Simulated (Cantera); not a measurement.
Input: 1 mol AlBr3, 0.79 mol O2, 4.4 mol H2, equilibrated at 1702 °C.

Equilibrium computed with Cantera from the NASA thermochemical tables; the gas is ideal and each condensed phase is pure. Candidate condensed phases: Al, AlBr3, Al2O3, Br2, H2O; 25 gas species. The tables' values for AlOH are old estimates; treat these amounts as uncertain. Gases not in the tables: Al(OH)3. The numbers say what is thermodynamically allowed, not how fast it happens.

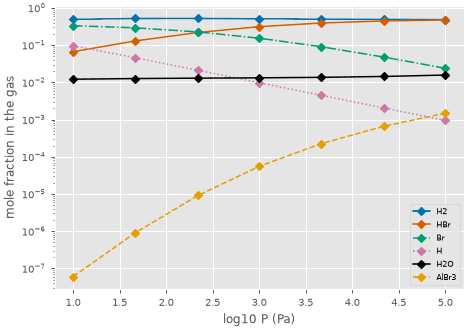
Figure. Equilibrium gas composition (values under 1e-9 drawn at 1e-9)

Problem. Read off the mole fractions at 750 Torr.

Solution. H2 about 0.48, HBr about 0.47, Br about 0.024, H2O about 0.016, AlBr3 about 0.0015, H about 0.00095.
